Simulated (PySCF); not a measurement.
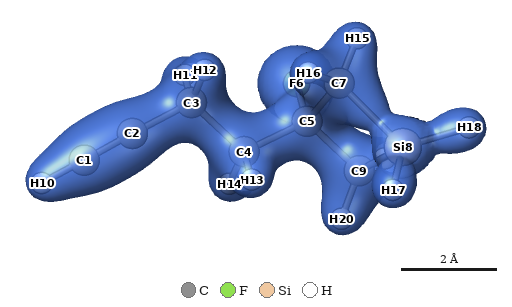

C7H11FSi (SMILES C#CCCC1(F)C[SiH2]C1). Isosurface of the total electron density at 0.6 e/Å³ (blue), seen at a tilt.

Geometry: GFN2-xTB.

Computed with PBE0/pcSseg-1, SCF density, gas phase, non-relativistic in PySCF.

```xyz
20

C     3.8623    1.3517    0.5837
C     2.9387    0.5920    0.5481
C     1.8022   -0.3027    0.4887
C     0.6743    0.3057   -0.3534
C    -0.5385   -0.6100   -0.4620
F    -0.1067   -1.8372   -0.9631
C    -1.3182   -0.7937    0.8529
Si   -2.7585    0.2659    0.1780
C    -1.6499   -0.0204   -1.3500
H     4.6806    2.0066    0.6205
H     2.1131   -1.2517    0.0431
H     1.4546   -0.5030    1.5063
H     0.3487    1.2534    0.0806
H     1.0547    0.5018   -1.3595
H    -1.5692   -1.8428    0.9953
H    -0.7829   -0.4602    1.7379
H    -2.7684    1.6442    0.6662
H    -4.0890   -0.3331    0.1632
H    -2.0269   -0.7822   -2.0294
H    -1.3261    0.8263   -1.9502
```

What does this surface tell about the bonding?

At this value the surface is in one piece. It bridges the sampled C–C (1.20 Å), C–F (1.39 Å), C–Si (1.91 Å) and C–H (1.05 Å) contacts, where the density stays above the isovalue. On the grid the lowest density along these lines, outside the cores, is 2.8 e/Å³ (C–C, 1.20 Å), 1.6 e/Å³ (C–F, 1.39 Å), 0.75 e/Å³ (C–Si, 1.91 Å) and 2 e/Å³ (C–H, 1.05 Å).
